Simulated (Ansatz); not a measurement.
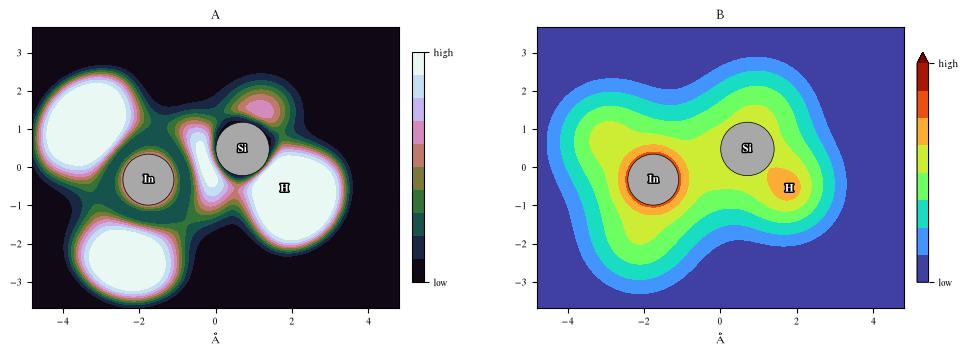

ClH4InSi: 2 fields on the plane of atoms In2, Si3 and H4, with unlabelled colour scales. Grey discs cover the atomic cores.

Geometry: PBE-D3(BJ)/def2-SVP; core potentials replace the inner electrons of In.

The calculation used Ansatz 0.2.0, isolated molecule in a Gaussian basis; Kohn-Sham density functional theory, functional PBE0.

Q: Match the panels to the quantities (electron density and electron localisation function).

A: Panel A: electron localisation function. Panel B: electron density. From the grid: In–Si (2.59 Å): the density is about 0.46 e/Å³ at the midpoint; the ELF peaks at about 0.95 between the atoms, as expected for a shared electron pair. Si–H (1.51 Å): ρ is about 0.8 e/Å³ halfway; the ELF climbs to about 1 towards the hydrogen, as it does in any bond to H.
